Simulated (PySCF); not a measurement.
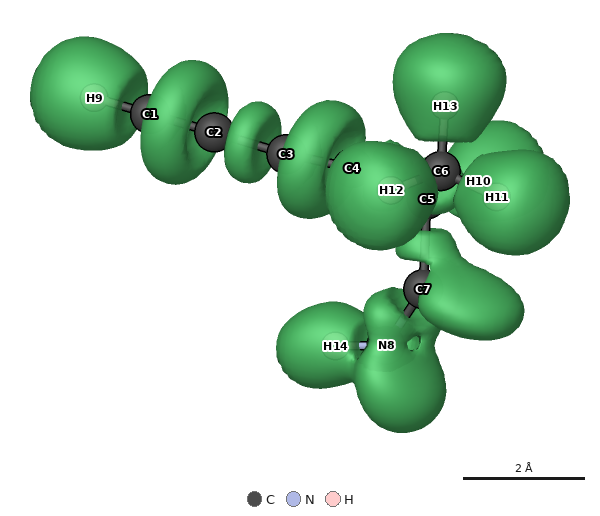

The picture shows: C7H6N (SMILES [H]/N=[C]\[C@H](C)C#CC#C) (doublet). Isosurface of the electron localisation function at 0.75 (green), seen at a tilt. Core shells and regions of very low density are left out.

Geometry: GFN2-xTB.

Computed with UKS B3LYP, pcH-1 on C H N, non-relativistic, mean-field spin-orbit, GIAO in PySCF.

```xyz
14

C     3.8516   -0.6943   -0.7280
C     2.6647   -0.5651   -0.5599
C     1.3319   -0.4010   -0.3712
C     0.1302   -0.3487   -0.2238
C    -1.2638   -0.0338   -0.0123
C    -1.8326   -0.7278    1.2307
C    -1.3854    1.4469    0.1031
N    -0.7889    2.4899   -0.0470
H     4.8825   -0.8126   -0.8752
H    -1.8508   -0.3260   -0.8934
H    -2.8752   -0.4513    1.3662
H    -1.2733   -0.4316    2.1156
H    -1.7623   -1.8076    1.1201
H     0.1707    2.6625   -0.3516
```

What do the ELF domains correspond to?

At this value the surface marks out five regions between bonded C–C atoms (shared pairs), five regions around hydrogen nuclei, one region on C in which the atom's valence shell and bonds are merged and one joined region spread over several atoms (H, N), in which their bonds and any lone pairs are merged. Along the contacts the grid gives the following. C–C (1.21 Å): the ELF peaks at about 0.85 between the atoms (a multiple bond). C–N (1.21 Å): the ELF peaks at about 0.85 between the atoms; a multiple bond.
